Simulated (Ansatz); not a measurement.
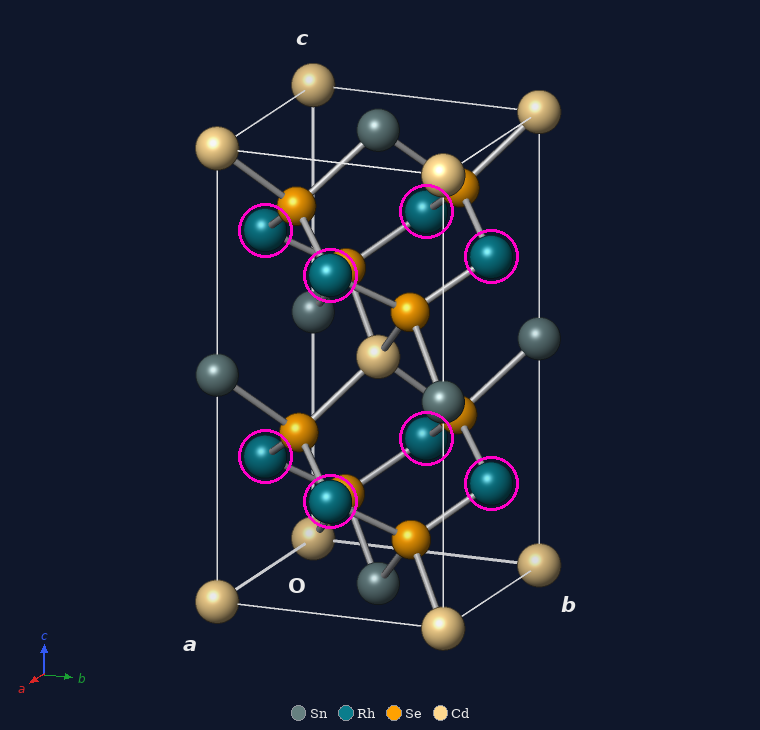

Crystal: CdSnRh₂Se₄, the end point of a relaxation (final pressure about 3.6 GPa) with Ansatz, DFT, PAW plane waves, pbe; the starting structure was generated, so it need not be a known form of this composition. One unit cell; the ringed atoms, with their copies on corners, edges and faces, form one crystallographic orbit. Geometry calculated from the standardised cell; symmetry tolerance 0.002 Å.

a = 5.917 Å, b = 5.917 Å, c = 11.378 Å, α = 90.00°, β = 90.00°, γ = 90.00°; space group I-42m (No. 121).

> Which Wyckoff position do the ringed atoms fill?

Rh on 4d, site symmetry -4..: 16 operations a cell over 4 that keep the site give 4 atoms, with 0 free parameters.

> List their coordinates.

(0, 1/2, 3/4); (1/2, 0, 3/4); (1/2, 0, 1/4); (0, 1/2, 1/4).
